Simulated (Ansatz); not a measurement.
Response to strain in ZrN

The parent structure is ZrN in the rock salt structure (space group Fm-3m, No. 225; a = 4.552 Å).

Strains are applied to the cell and any free atomic positions relax.

Level of theory: Kohn–Sham DFT with the PBEsol functional, run in Ansatz (an electronic-structure program) with PAW and 420 eV plane waves, no SOC.

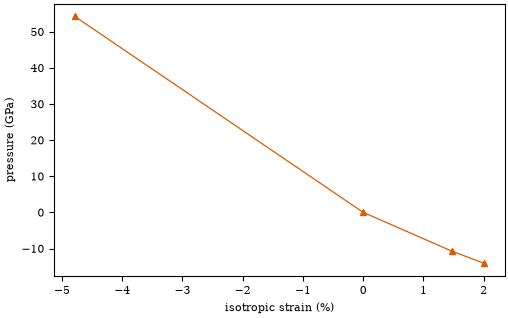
Pressure against isotropic strain

```json
[
 {"isotropic strain (%)": "-4.79", "pressure": "54.3 GPa"},
 {"isotropic strain (%)": "1.47", "pressure": "-10.7 GPa"},
 {"isotropic strain (%)": "2.01", "pressure": "-14.1 GPa"}
]
```

Stability against distortions was not tested. All final runs are without spin polarisation. An odd electron count without spin: ZrN.
